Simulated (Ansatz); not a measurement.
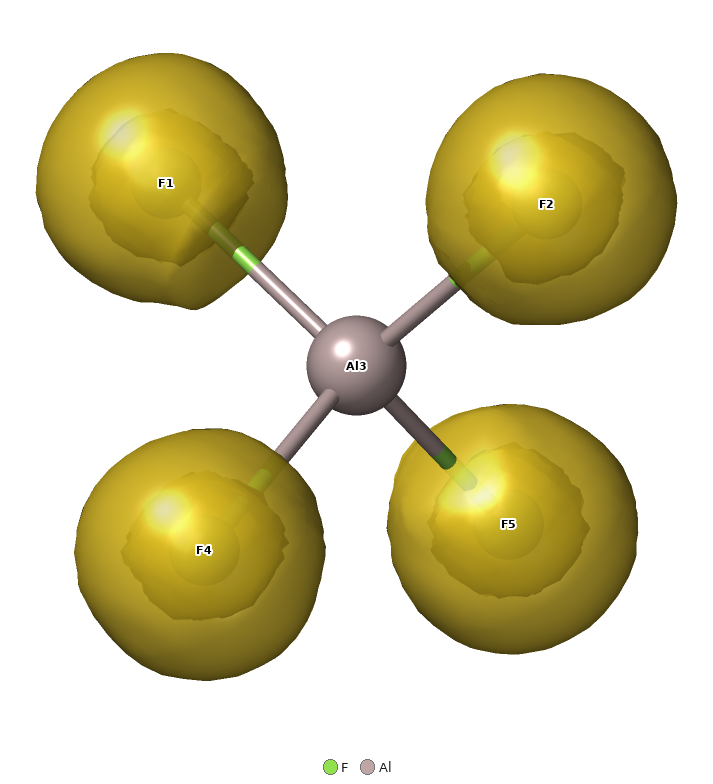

Figure 1: AlF₄ (charge −1). Isosurface of the ELF at 0.8 (yellow), seen across its widest extent. Core shells and regions of very low density are left out.

Geometry: PBE0-D4/def2-TZVPD.

Theory: RKS PBE0-D4/def2-TZVPPD (Ansatz 0.2.0).

Input file:

```
crystal:
  periodic: [false, false, false]
  atoms:
    - {symbol: F, position_ang: [0.315829, -0.223069, -1.644099]}
    - {symbol: F, position_ang: [1.182755, 1.002663, 0.669541]}
    - {symbol: Al, position_ang: [0.000002, -0.000019, 0.000002]}
    - {symbol: F, position_ang: [-1.518052, 0.715636, 0.189515]}
    - {symbol: F, position_ang: [0.019466, -1.495311, 0.785041]}
basis:
  gaussian: {orbitals: "def2-TZVPPD.json"}
total_charge: -1
hamiltonian: {xc: pbe0, dispersion: d4}
output: {orbitals: {seedname: orbitals}}
```

Run with:

```sh
ansatz run in.yaml --threads 4 --pin off --events-out ev --progress --plain --max-ram 9574MiB
```

Describe the localisation domains.

The ELF exceeds this value in four regions wrapped around F (the valence shell of each).

Values along the shortest contacts:
Al–F (1.69 Å): the ELF peaks at about 0.85 in the valence shell of F, 0.6 Å from its nucleus, and is about 0.35 at the midpoint.
